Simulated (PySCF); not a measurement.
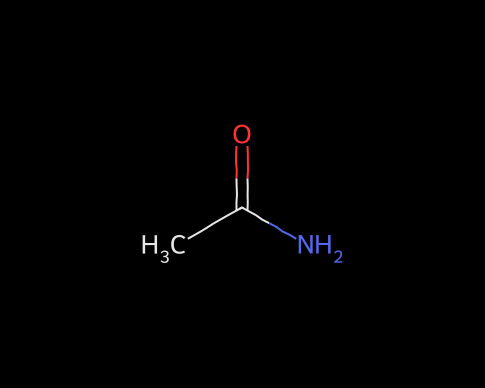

2D structure.

Question: Give its SMILES.

Answer: CC(N)=O

Question: Give the formula, hydrogens included.

Answer: C2H5NO.

The parts below concern this one geometry. Atoms keep their numbers from picture to picture. The geometry was computed by an optimisation with GFN2-xTB. No frequency run is at hand to confirm it as a minimum.

Shape

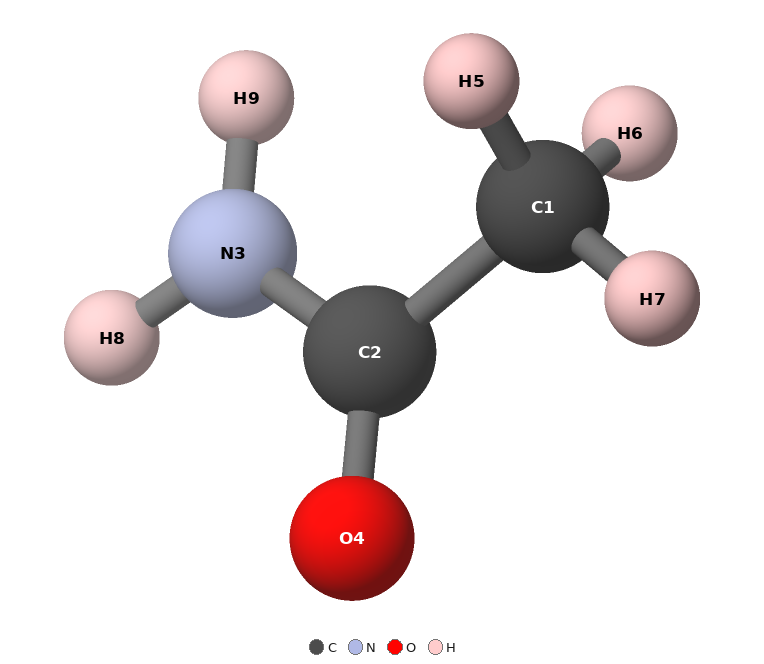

Atoms carry their numbers in the input. No frequency run is at hand to confirm it as a minimum.

Estimate the angles C2–C1–H5, C2–C1–H6, C2–C1–H7, C1–C2–N3, C1–C2–O4, N3–C2–O4, C2–N3–H8, C2–N3–H9.

```
   angle  degrees
C2–C1–H5    109.7
C2–C1–H6    110.2
C2–C1–H7    109.4
C1–C2–N3    113.6
C1–C2–O4    124.3
N3–C2–O4    122.2
C2–N3–H8    119.0
C2–N3–H9    122.2
```

NMR shielding

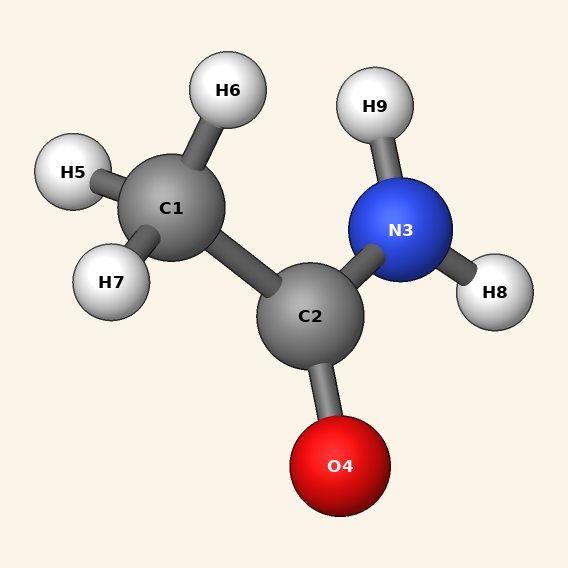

No frequency run is at hand to confirm it as a minimum. Method: GIAO PBE0/pcSseg-1 NMR shielding, non-relativistic, gas phase (PySCF 2.14.0). Principal shieldings σ11 ≤ σ22 ≤ σ33, span Ω = σ33 − σ11, skew κ = 3(σiso − σ22)/Ω.

Question: Which C atom has the most anisotropic shielding?

Answer: C2, with a span of 176 ppm.

Give the shielding tensors of the C atoms.

| atom | σ11 | σ22 | σ33 | σiso | Ω | κ |
| --- | --- | --- | --- | --- | --- | --- |
| C1 | 138.6 | 158.4 | 194.6 | 163.9 | 55.9 | 0.29 |
| C2 | −76.9 | 31.3 | 99.2 | 17.9 | 176.0 | −0.23 |

Shieldings and span in ppm.

Quadrupole coupling

No frequency run is at hand to confirm it as a minimum. Electric field gradients from the ground-state density, PBE0/pcSseg-1 (PySCF 2.14.0), non-relativistic apart from any core potentials.

Give the largest field-gradient component, the quadrupole coupling constant and the asymmetry for 14N at N3 (Q = 20.44 mb), 17O at O4 (Q = −25.6 mb), 2H at H5 (Q = 2.86 mb), 2H at H6 (Q = 2.86 mb).

| atom | V_zz (a.u.) | e²qQ/h (MHz) | η |
| --- | --- | --- | --- |
| N3 | −0.999 | −4.80 | 0.03 |
| O4 | −1.663 | 10.00 | 0.04 |
| H5 | 0.314 | 0.211 | 0.03 |
| H6 | 0.314 | 0.211 | 0.03 |

Electronic properties

No frequency run is at hand to confirm it as a minimum. Properties computed with PBE0/pcSseg-1, gas phase (PySCF 2.14.0).

Question: Estimate the HOMO–LUMO gap.

Answer: 8.23 eV.

Question: Give the HOMO energy (Kohn–Sham orbital) at this level.

Answer: −7.28 eV.

Question: Estimate the dipole moment.

Answer: 3.96 D.
